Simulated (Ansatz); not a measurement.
# CH6Al2O2Si: up Jacob's ladder to CCSD(T), part 2 of 2

Ansatz 0.2.0, Gaussian basis; functionals in def2-TZVPP, the program's frozen cores in correlated methods. Earlier steps stand in the parts before.

## (17) ωB97M-V (range-separated)

The input, in.yaml:

```yaml
crystal:
  periodic: [false, false, false]
  atoms:
    - {symbol: C, position_ang: [-0.014310, -1.473202, 1.418548]}
    - {symbol: Si, position_ang: [0.522619, -0.961824, -0.301057]}
    - {symbol: O, position_ang: [2.175610, -0.951485, -0.461595]}
    - {symbol: Al, position_ang: [-0.203211, 1.329639, -0.890547]}
    - {symbol: O, position_ang: [-1.679197, 2.128927, -0.435749]}
    - {symbol: Al, position_ang: [-1.087979, 3.475715, -1.355371]}
    - {symbol: H, position_ang: [0.306972, -2.494494, 1.643393]}
    - {symbol: H, position_ang: [0.398073, -0.808479, 2.180632]}
    - {symbol: H, position_ang: [-1.105025, -1.440244, 1.493727]}
    - {symbol: H, position_ang: [-0.071060, -1.946484, -1.263215]}
    - {symbol: H, position_ang: [2.630134, -1.793860, -0.408108]}
    - {symbol: H, position_ang: [-1.795528, 4.880691, -1.586860]}
basis:
  gaussian: {orbitals: def2-TZVPP}
hamiltonian: {xc: {name: wB97M-V}}
output: {forces: true, orbitals: {seedname: orbitals}}
```

The run is started by

```console
> ansatz run in.yaml --threads 4 --pin off --events-out ev --progress --plain --max-ram 10444MiB
```

Output, cut to the lines that bear on the results:

```text
Functional definition: wB97M-V
  name "wB97M-V"
  cite "Mardirossian & Head-Gordon, J. Chem. Phys. 144, 214110 (2016) doi:10.1063/1.4952647"
  cite "Becke, J. Chem. Phys. 107, 8554 (1997) doi:10.1063/1.475007"
  cite "Vydrov & Van Voorhis, J. Chem. Phys. 133, 244103 (2010) doi:10.1063/1.3521275"
  # Of w^i u^j: cxij and so on, Table III.
[...]
  gx(w, u) = 1 - cx + cx01*u + cx10*w
[...]
Atom 8 at    -1.105025    -1.440244     1.493727 Å, force     0.072627    -0.002441    -0.001745 eV/Å
Atom 9 at    -0.071060    -1.946484    -1.263215 Å, force     0.067151     0.091092     0.103107 eV/Å
Atom 10 at     2.630134    -1.793860    -0.408108 Å, force     0.009184     0.038738    -0.003148 eV/Å
Atom 11 at    -1.795528     4.880691    -1.586860 Å, force     0.091841    -0.153527     0.017640 eV/Å
Dipole moment:     0.289836    -0.365110     0.043823 e Å
```

Wall time 22 s (4 threads of Arm Neoverse V1, shared host); peak memory 1.4 GiB.

Atomisation energy: 4177.2 kJ/mol (free atoms -26259.334 eV, run apart). HOMO -7.29 eV, LUMO 0.01 eV.

## (18) B2PLYP (double hybrid)

Edit in.yaml of step 17 so:

```diff
@@ -17,3 +17,2 @@
   gaussian: {orbitals: def2-TZVPP}
-hamiltonian: {xc: {name: wB97M-V}}
-output: {forces: true, orbitals: {seedname: orbitals}}
+hamiltonian: {xc: {name: B2PLYP}}
```

The command is unchanged.

Output, cut to the lines that bear on the results:

```text
Functional definition: B2PLYP
  name "B2PLYP"
  cite "Grimme, J. Chem. Phys. 124, 034108 (2006) doi:10.1063/1.2148954"
  cite "Becke, Phys. Rev. A 38, 3098 (1988) doi:10.1103/PhysRevA.38.3098"
  cite "Lee, Yang & Parr, Phys. Rev. B 37, 785 (1988) doi:10.1103/PhysRevB.37.785"
[...]
1802 factors; integrals over basis functions are off by at most 1.2e-3 eV
[...]
mean field -26284.50481775 eV, -965.9377357752 hartree, gradient 2.6e-6 eV, S^2 0.000000; 0 other end points of the search recorded, 0 dependent functions left out
18 core orbitals not correlated: weight in the atoms' cores, before any rotation towards them, 1.000 or more for the frozen orbitals, at most 0.000 for the correlated occupied ones
reference -26284.50503040 eV, -965.9377435899 hartree; 16, 16 occupied and 269, 269 virtual orbitals, 1802 factors
second order -30.53345004 eV of doubles, -0.00000000 eV of singles
Total energy: -26292.74906191 eV, -966.2407061599 hartree
```

It took 12 s on 4 threads of Arm Neoverse V1, shared host; peak memory 0.99 GiB.

Atomisation energy: 4117.9 kJ/mol (free atoms -26250.071 eV, run apart).

## (19) PBE-QIDH (double hybrid)

Edit in.yaml of step 18 so:

```diff
@@ -17,2 +17,2 @@
   gaussian: {orbitals: def2-TZVPP}
-hamiltonian: {xc: {name: B2PLYP}}
+hamiltonian: {xc: {name: PBE-QIDH}}
```

Same command.

Output, cut to the lines that bear on the results:

```text
Functional definition: PBE-QIDH
  name "PBE-QIDH"
  cite "Brémond, Sancho-García, Pérez-Jiménez & Adamo, J. Chem. Phys. 141, 031101 (2014) doi:10.1063/1.4890314"
  cite "Perdew, Burke & Ernzerhof, Phys. Rev. Lett. 77, 3865 (1996) doi:10.1103/PhysRevLett.77.3865"
[...]
1802 factors; integrals over basis functions are off by at most 1.2e-3 eV
[...]
mean field -26273.40920978 eV, -965.5299797029 hartree, gradient 3.8e-6 eV, S^2 0.000000; 0 other end points of the search recorded, 0 dependent functions left out
18 core orbitals not correlated: weight in the atoms' cores, before any rotation towards them, 1.000 or more for the frozen orbitals, at most 0.000 for the correlated occupied ones
reference -26273.40922624 eV, -965.5299803078 hartree; 16, 16 occupied and 269, 269 virtual orbitals, 1802 factors
second order -28.22659815 eV of doubles, -0.00000000 eV of singles
Total energy: -26282.81809229 eV, -965.8757497575 hartree
```

It took 12 s on 4 threads of Arm Neoverse V1, shared host; peak memory 0.9 GiB.

Atomisation energy: 4130.2 kJ/mol (free atoms -26240.011 eV, run apart).

## (20) Frontier levels by functional

Dipoles come from the runs that computed forces. Levels, from each run's orbital file:

```
  functional  HOMO (eV)  LUMO (eV)  gap (eV)  dipole (D)
 LDA (SPW92)      -4.69      -2.61      2.08            
      PBE-D4      -4.59      -2.44      2.15        2.25
   revPBE-D4      -4.54      -2.37      2.18            
     BLYP-D4      -4.45      -2.27      2.18            
   r2SCAN-D4      -4.74      -2.31      2.43        2.24
      B97M-V      -4.75      -2.38      2.37            
     PBE0-D4      -5.49      -1.71      3.78            
    B3LYP-D4      -5.32      -1.85      3.48        2.26
  r2SCANh-D4      -5.08      -2.04      3.03            
  r2SCAN0-D4      -5.58      -1.65      3.94            
    HSE06-D4      -5.11      -2.08      3.03            
    BHLYP-D4      -6.27      -0.88      5.39            
CAM-B3LYP-D4      -6.61      -0.69      5.93            
     LC-ωPBE      -7.77       0.28      8.04            
     ωB97X-V      -7.51       0.20      7.72            
     ωB97M-V      -7.29       0.01      7.30        2.25
```

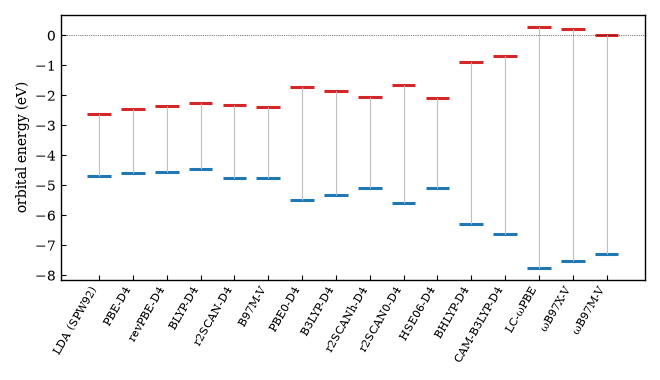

Highest occupied (blue) and lowest empty (red) level by functional.

## (21) CCSD(T) in def2-SVP

Edit in.yaml of step 19 so:

```diff
@@ -16,3 +16,3 @@
 basis:
-  gaussian: {orbitals: def2-TZVPP}
-hamiltonian: {xc: {name: PBE-QIDH}}
+  gaussian: {orbitals: def2-SVP}
+correlation: {method: ccsd_t}
```

Same command.

Output, cut to the lines that bear on the results:

```text
Functional definition: HF
  name "HF"
  cite "Fock, Z. Phys. 61, 126 (1930) doi:10.1007/BF01340294"
  parent pbe
[...]
1196 factors; integrals over basis functions are off by at most 1.2e-3 eV
[...]
mean field -26219.35208427 eV, -963.5434169819 hartree, gradient 3.7e-6 eV, S^2 0.000000; 0 other end points of the search recorded, 0 dependent functions left out
18 core orbitals not correlated: weight in the atoms' cores, before any rotation towards them, 1.000 or more for the frozen orbitals, at most 0.000 for the correlated occupied ones
reference -26219.35208427 eV, -963.5434169819 hartree; 16, 16 occupied and 92, 92 virtual orbitals, 1196 factors
second order -19.77247957 eV of doubles, -0.00000000 eV of singles
cycle   1  -20.37985342 eV  change   -6.1e-1 eV  update   1.4e-1
[...]
cycle  10  -21.16682412 eV  change   -3.1e-6 eV  update   2.2e-5
perturbative correction -0.61711735 eV, -0.0226786445 hartree
Total energy: -26241.13602575 eV, -964.3439620653 hartree
```

It took 11 s on 4 threads of Arm Neoverse V1, shared host; peak memory 0.66 GiB.

## (22) CCSD(T) in def2-TZVPP

Edit in.yaml of step 21 so:

```diff
@@ -16,3 +16,4 @@
 basis:
-  gaussian: {orbitals: def2-SVP}
+  gaussian: {orbitals: def2-TZVPP}
 correlation: {method: ccsd_t}
+output: {orbitals: {seedname: orbitals}}
```

The command is unchanged.

Output, cut to the lines that bear on the results:

```text
Functional definition: HF
  name "HF"
  cite "Fock, Z. Phys. 61, 126 (1930) doi:10.1007/BF01340294"
  parent pbe
[...]
1802 factors; integrals over basis functions are off by at most 1.2e-3 eV
[...]
mean field -26233.52151473 eV, -964.0641339469 hartree, gradient 1.7e-6 eV, S^2 0.000000; 1 other end points of the search recorded, 0 dependent functions left out
18 core orbitals not correlated: weight in the atoms' cores, before any rotation towards them, 1.000 or more for the frozen orbitals, at most 0.000 for the correlated occupied ones
reference -26233.52151473 eV, -964.0641339469 hartree; 16, 16 occupied and 269, 269 virtual orbitals, 1802 factors
second order -24.94796229 eV of doubles, -0.00000000 eV of singles
cycle   1  -25.26570460 eV  change   -3.2e-1 eV  update   1.3e-1
[...]
cycle  10  -26.12301376 eV  change   -7.6e-6 eV  update   2.6e-5
perturbative correction -1.06133782 eV, -0.0390034454 hartree
Total energy: -26260.70586631 eV, -965.0631404412 hartree
```

It took 19 min on 4 threads of Arm Neoverse V1, shared host; peak memory 3.8 GiB.

## (23) MP2 in def2-QZVPP

Edit in.yaml of step 22 so:

```diff
@@ -16,4 +16,3 @@
 basis:
-  gaussian: {orbitals: def2-TZVPP}
-correlation: {method: ccsd_t}
-output: {orbitals: {seedname: orbitals}}
+  gaussian: {orbitals: "def2-QZVPP.json"}
+correlation: {method: mp2}
```

Launched as before.

Output, cut to the lines that bear on the results:

```text
Functional definition: HF
  name "HF"
  cite "Fock, Z. Phys. 61, 126 (1930) doi:10.1007/BF01340294"
  parent pbe
[...]
3333 factors; integrals over basis functions are off by at most 9.4e-4 eV
[...]
mean field -26234.40383062 eV, -964.0965584579 hartree, gradient 9.2e-6 eV, S^2 0.000000; 0 other end points of the search recorded, 0 dependent functions left out
18 core orbitals not correlated: weight in the atoms' cores, before any rotation towards them, 1.000 or more for the frozen orbitals, at most 0.000 for the correlated occupied ones
reference -26234.40383062 eV, -964.0965584579 hartree; 16, 16 occupied and 527, 527 virtual orbitals, 3333 factors
second order -26.85930942 eV of doubles, -0.00000000 eV of singles
Total energy: -26261.26314004 eV, -965.0836198731 hartree
```

Wall time 46 s (4 threads of Arm Neoverse V1, shared host); peak memory 4 GiB.

The pieces so far (eV):

```
     basis           HF  MP2 correlation  CCSD correlation      (T)              total
  def2-SVP  -26219.3521         -19.7725          -21.1668  -0.6171        -26241.1360
def2-TZVPP  -26233.5215         -24.9480          -26.1230  -1.0613        -26260.7059
def2-QZVPP  -26234.4038         -26.8593                             -26261.2631 (MP2)
```

The report of the def2-TZVPP run gives T1 = 0.0151.

## (24) Extrapolating to the complete basis

No new run: Hartree-Fock is extrapolated as exp(−7.88√X) and correlation as X^−2.97, with X = 3 and 4; only MP2 was run in the larger set, so CCSD(T) minus MP2 is added from the smaller one.

```csv
level,energy at the limit (eV)
HF,-26234.5254
MP2,-26262.8005
CCSD,-26263.9755
CCSD(T),-26265.0369
```

## (25) RPA on PBE orbitals

Edit in.yaml of step 23 so:

```diff
@@ -16,3 +16,4 @@
 basis:
-  gaussian: {orbitals: "def2-QZVPP.json"}
-correlation: {method: mp2}
+  gaussian: {orbitals: def2-TZVPP}
+hamiltonian: {xc: pbe}
+correlation: {method: rpa}
```

Same command.

Output, cut to the lines that bear on the results:

```text
Functional definition: PBE
  name "PBE"
  cite "Perdew, Burke & Ernzerhof, Phys. Rev. Lett. 77, 3865 (1996) doi:10.1103/PhysRevLett.77.3865"
  parent pbe
[...]
1802 factors; integrals over basis functions are off by at most 1.2e-3 eV
[...]
mean field -26288.59992264 eV, -966.0882281041 hartree, gradient 2.7e-6 eV, S^2 0.000000; 1 other end points of the search recorded, 0 dependent functions left out
18 core orbitals not correlated: weight in the atoms' cores, before any rotation towards them, 1.000 or more for the frozen orbitals, at most 0.000 for the correlated occupied ones
reference -26231.33346475 eV, -963.9837245932 hartree; 16, 16 occupied and 269, 269 virtual orbitals, 1802 factors
Total energy: -26272.75773929 eV, -965.5060386040 hartree
```

It took 13 s on 4 threads of Arm Neoverse V1, shared host; peak memory 0.87 GiB.

RPA correlation: -41.424 eV. No RPA run of the hydrogen atom was made, so RPA has no atomisation energy below.

## (26) Atomisation energies

Atomisation energy = energies of 1 C, 1 Si, 2 O, 2 Al, 6 H (separate runs, same level) minus the molecule's; electronic only, no spin-orbit term.

```
            method             rung  atoms, summed (eV)  atomisation energy (kJ/mol)  from CCSD(T)/CBS (kJ/mol)    time
       LDA (SPW92)              LDA          -26128.305                       4749.0                     +555.2   2.3 s
            PBE-D4              GGA          -26245.142                       4219.1                      +25.3   4.4 s
         revPBE-D4              GGA          -26257.802                       4111.5                      -82.3   3.7 s
           BLYP-D4              GGA          -26262.497                       4143.6                      -50.2   3.7 s
         r2SCAN-D4         meta-GGA          -26257.687                       4201.8                       +8.0     9 s
            B97M-V         meta-GGA          -26256.014                       4209.5                      +15.7    17 s
           PBE0-D4           hybrid          -26248.001                       4139.9                      -53.9   6.5 s
          B3LYP-D4           hybrid          -26265.308                       4147.5                      -46.3   9.5 s
        r2SCANh-D4           hybrid          -26257.569                       4167.2                      -26.6    10 s
        r2SCAN0-D4           hybrid          -26257.410                       4117.6                      -76.2    11 s
          HSE06-D4           hybrid          -26247.202                       4142.9                      -50.9   6.5 s
          BHLYP-D4           hybrid          -26261.943                       4026.6                     -167.2   6.5 s
      CAM-B3LYP-D4  range-separated          -26261.418                       4173.0                      -20.8   7.5 s
           LC-ωPBE  range-separated          -26252.571                       4152.2                      -41.6   4.8 s
           ωB97X-V  range-separated          -26257.298                       4191.2                       -2.6    15 s
           ωB97M-V  range-separated          -26259.334                       4177.2                      -16.6    22 s
            B2PLYP    double hybrid          -26250.071                       4117.9                      -75.9    12 s
          PBE-QIDH    double hybrid          -26240.011                       4130.2                      -63.6    12 s
     HF/def2-TZVPP     wavefunction          -26202.448                       2998.1                    -1195.7        
    MP2/def2-TZVPP     wavefunction          -26215.419                       4153.7                      -40.1        
   CCSD/def2-TZVPP     wavefunction          -26218.203                       3998.5                     -195.3        
  CCSD(T)/def2-SVP     wavefunction          -26200.987                       3873.8                     -320.0    11 s
CCSD(T)/def2-TZVPP     wavefunction          -26218.543                       4068.1                     -125.7  19 min
           MP2/CBS     wavefunction          -26218.448                       4279.4                      +85.6        
       CCSD(T)/CBS     wavefunction          -26221.571                       4193.8                          0  20 min
```

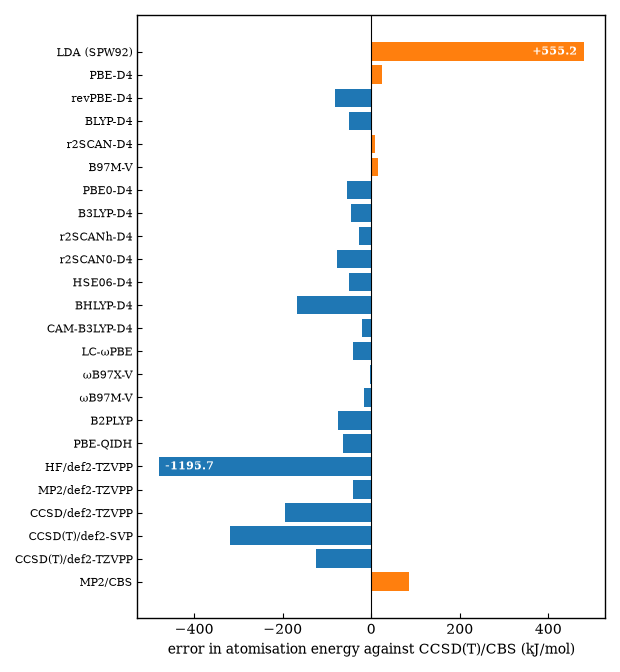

Error of each method against CCSD(T)/CBS. Bars with a number in them are cut short.

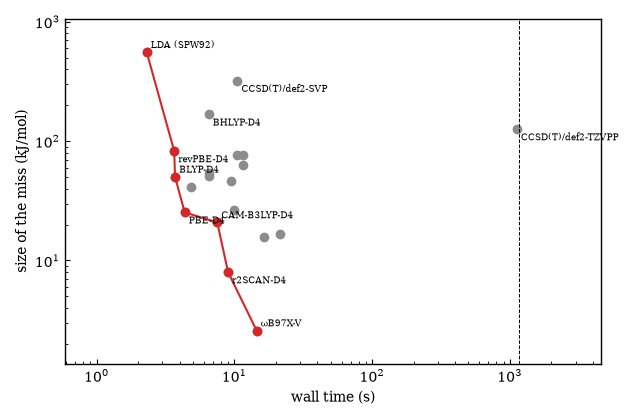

Miss against cost. Red marks the levels that no quicker level drawn beats (of those quicker than the yardstick), and the dashed line is the time of CCSD(T)/CBS. Only those levels and the largest misses are named. Times are from a shared host.

LDA (SPW92), LC-ωPBE, B2PLYP, PBE-QIDH carry no dispersion term (for B3LYP, D4 adds 42.1 kJ/mol).

Times are those of the molecule's run; HF, MP2 and CCSD come out of the CCSD(T) runs, and the limit's time is the sum of the runs that it needs.

## (27) Summary of results

The summary covers parts 1 to 2.

```
                               quantity                                              value
        atomisation energy, CCSD(T)/CBS                                      4193.8 kJ/mol
 functionals within 21.0 kJ/mol (0.5 %)  r2SCAN-D4, B97M-V, CAM-B3LYP-D4, ωB97X-V, ωB97M-V
                    farthest beyond LDA                           BHLYP-D4 (-167.2 kJ/mol)
                mean size of error, GGA                                        52.6 kJ/mol
           mean size of error, meta-GGA                                        11.9 kJ/mol
             mean size of error, hybrid                                        70.2 kJ/mol
    mean size of error, range-separated                                        20.4 kJ/mol
      mean size of error, double hybrid                                        69.8 kJ/mol
              gap, smallest and largest           2.08 eV (LDA (SPW92)), 8.04 eV (LC-ωPBE)
                          T1 diagnostic                                             0.0151
triples share of the correlation energy                                              3.9 %
```

In words: LDA overbinds by 555.2 kJ/mol (13 %). PBE-D4 misses by +25.3 kJ/mol. Double hybrids carry the basis error of their MP2 part in triple zeta, and no dispersion term here, so their miss is partly the set-up's. The rungs meta-GGA, range-separated miss on average by less than the doubt on the reference (21.0 kJ/mol), so they tie. Misses under about 21.0 kJ/mol are within the doubt on the reference itself, which lacks core-valence correlation, relativity and higher excitations. Hartree-Fock recovers 71 % of the binding; the rest is correlation. CCSD(T) in def2-SVP is off by -320.0 kJ/mol, so the small basis spoils what the method gains. Orbital gaps span 2.1 to 8.0 eV; exact exchange widens them.

For cost: ωB97X-V gets within 2.6 kJ/mol in 15 s, where CCSD(T)/CBS took 20 min; the quickest level in the cost chart, LDA (SPW92), takes 2.3 s and misses by 555.2 kJ/mol.
